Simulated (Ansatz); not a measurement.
BNH2Cl (SMILES N[B]Cl): methods side by side

BNH2Cl: 5 atoms, total charge 0, spin state doublet. SMILES: `N[B]Cl`. The shape was relaxed beforehand at wB97X-V/def2-SVP. This is one conformer, not always the lowest.

```tsv
atom	x (Å)	y (Å)	z (Å)
N	-0.3379	0.4137	-0.2559
B	-0.1032	-0.5479	0.7135
Cl	1.3533	-1.5306	0.7812
H	-1.1849	0.9691	-0.2790
H	0.3226	0.6220	-1.0013
```

Quantity: the dissociation energy of the H5–N1 bond into doublet H and singlet BNHCl (shapes relaxed at wB97X-V/def2-SVP, no zero-point term), in eV. The values are calculated.

| level | kind | program | value (eV) | CPU time (all runs) |
| --- | --- | --- | --- | --- |
| UHF/def2-TZVPP | Hartree–Fock | Ansatz | 1.97 | 3 s |
| USVWN5/def2-TZVPP | LDA | Ansatz | 2.18 | 2.6 s |
| UBLYP/def2-TZVPP | GGA | Ansatz | 1.84 | 4.9 s |
| U-r2SCAN/def2-TZVPP | meta-GGA | Ansatz | 2.16 | 7.9 s |
| UB3LYP/def2-TZVPP | global hybrid | Ansatz | 1.97 | 6.3 s |
| UPBE0-D4/def2-TZVPP | global hybrid | Ansatz | 2.08 | 5.8 s |
| U-wB97M-V/def2-TZVPP | range-separated hybrid | Ansatz | 1.89 | 16 s |
| UB2PLYP/def2-TZVPP | double hybrid | Ansatz | 1.89 | 9.2 s |
| RPA@PBE/def2-TZVPP | RPA | Ansatz | 1.91 | 8.5 s |

The values span 1.84 to 2.18 eV. A fragment with an even electron count was run as a singlet and may have a lower triplet. Measured bond enthalpies also hold zero-point and thermal terms, a few tenths of an eV less. Times are those of the runs behind each value, whatever else they computed, on shared processors of several kinds: orders of magnitude only.

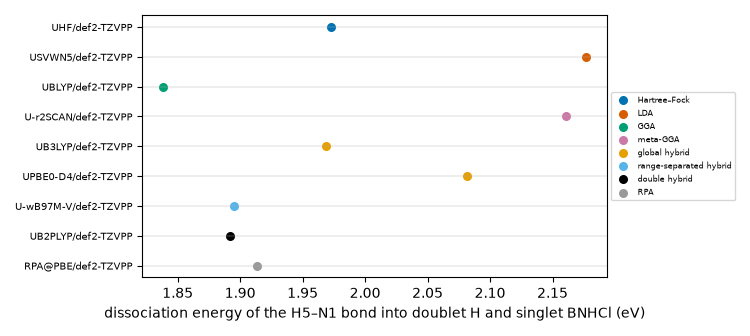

The values of the table, level by level.
